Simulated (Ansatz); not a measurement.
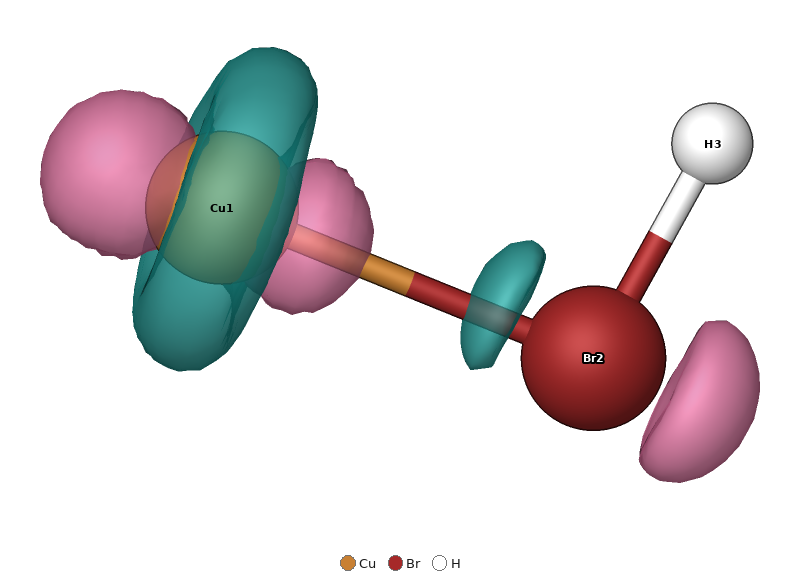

Figure. BrCuH (charge +1). One frontier orbital at ±0.2 Å⁻³ᐟ² (teal and pink are the two phases), seen across its widest extent.

Geometry: PBE0-D4/def2-TZVP.

Level of theory: RKS PBE0-D4/def2-TZVPPD in Ansatz.

```yaml
atoms:
  - { symbol: Cu, position_ang: [-0.0843, -0.0616, -1.6886] }
  - { symbol: Br, position_ang: [-0.5032, -0.3676, 0.6033] }
  - { symbol: H, position_ang: [0.5874, 0.4291, 1.0853] }
```

Which orbital is it: HOMO or LUMO?

Answer. The HOMO, at −14.13 eV. Its weight (Hirshfeld) is mainly on Cu1 (about 85 %) and Br2 (about 15 %).
